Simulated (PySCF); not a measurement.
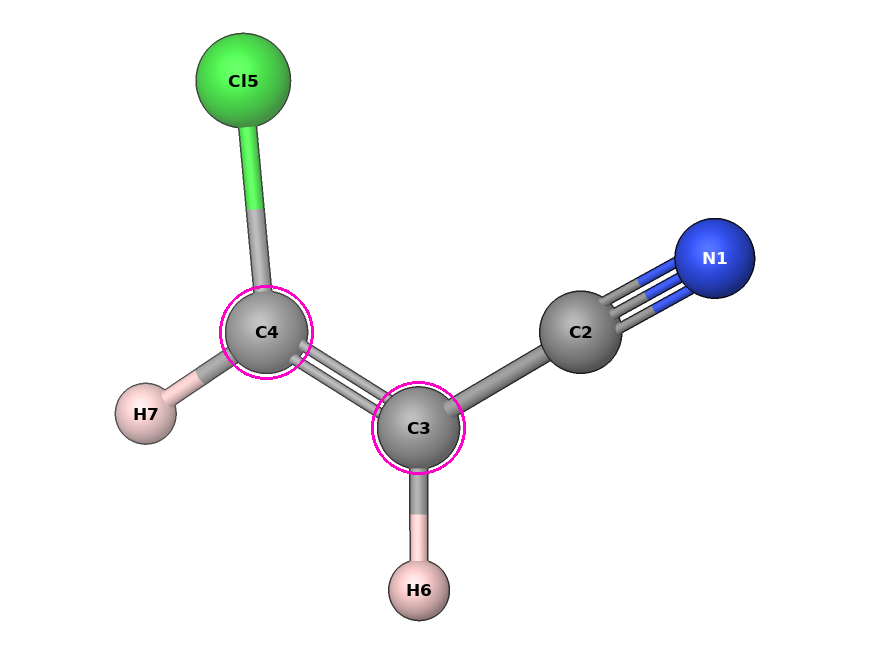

Atoms fade into the background with distance from the viewer. Circles mark the stereogenic atoms. The geometry was computed by an optimisation with PBE0-D3(BJ)/def2-SVP. No frequency run is at hand to confirm it as a minimum.

> What are the Cahn–Ingold–Prelog descriptors?

C3=C4: Z.
